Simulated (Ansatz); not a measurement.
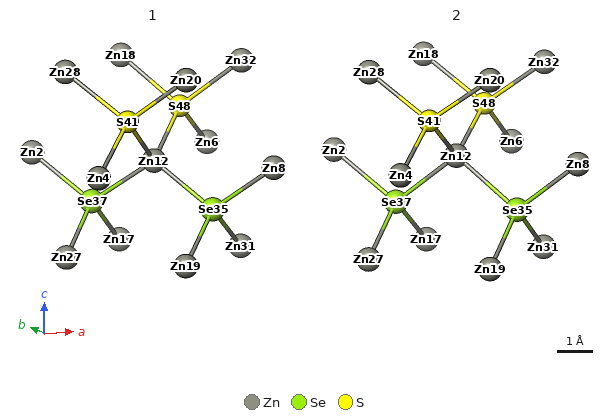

Two geometries of solid Zn$_{32}$Se$_{6}$S$_{26}$ (a generated structure, set up in P1), drawn at one scale. One is the start of a relaxation, the other its converged end. The picture is a ball-and-stick view of the atoms within 4.2 Å of the atom that moves most (axes of the cell of the calculation (origin shifted)), seen slightly off an axis.

The calculation used DFT, PBEsol, PAW, plane waves (Ansatz). Settings: plane-wave cutoff 420 eV; k-point mesh 1 × 1 × 1; mesh shifted by (0.25, 0.25, 0.25); no spin polarisation; cell relaxed at fixed shape; force threshold 0.03 eV/Å; at most 80 steps.

### Which of the two is the end point?

Structure 2 is the relaxed one. The energy falls by 0.972 eV per cell of the calculation in 4 geometry steps. The largest force component goes from 1 to 0.012 eV/Å. Pressure: 0.28 GPa at the start and −0.01 GPa at the end. The largest move is that of Zn12, 0.15 Å roughly along [−1 1 3]. By element the largest moves are Zn 0.15 Å, S 0.09 Å, Se 0.05 Å. The cell doesn't change. Among the contacts that change: Zn12–Se35 2.271 → 2.411 Å, Zn2–Se37 2.300 → 2.414 Å, Zn4–S41 2.421 → 2.315 Å, Zn31–Se35 2.318 → 2.416 Å. Among the angles between lasting bonds that change: Se35–Zn12–Se37 111.2° → 105.2°, S41–Zn12–S48 107.5° → 113.3°, Zn2–Se37–Zn12 111.8° → 107.1°. The space group stays P1 (No. 1). Cost: 8.4 s on 1 × NVIDIA GB300 Max-Q with 8 threads of Arm Neoverse-V2, peak memory 2 GiB.
